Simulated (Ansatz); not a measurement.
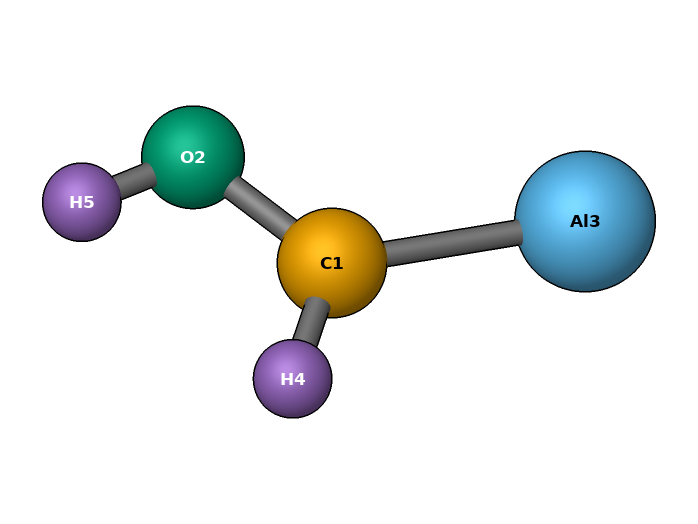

The questions are on Mulliken charges. State: neutral, doublet. The computed structure is the end point of a PBE-D4/def2-SVP optimisation. No frequency run is at hand to confirm it as a minimum. Method: UKS PBE-D4/def2-SVP (Ansatz 0.2.0).

Give the Mulliken charges atom by atom.

| atom | value (e) |
| --- | --- |
| C1 | −0.21 |
| O2 | −0.17 |
| Al3 | 0.15 |
| H4 | 0.04 |
| H5 | 0.18 |

Mulliken values depend strongly on the basis set and can even reverse the polarity of a bond.
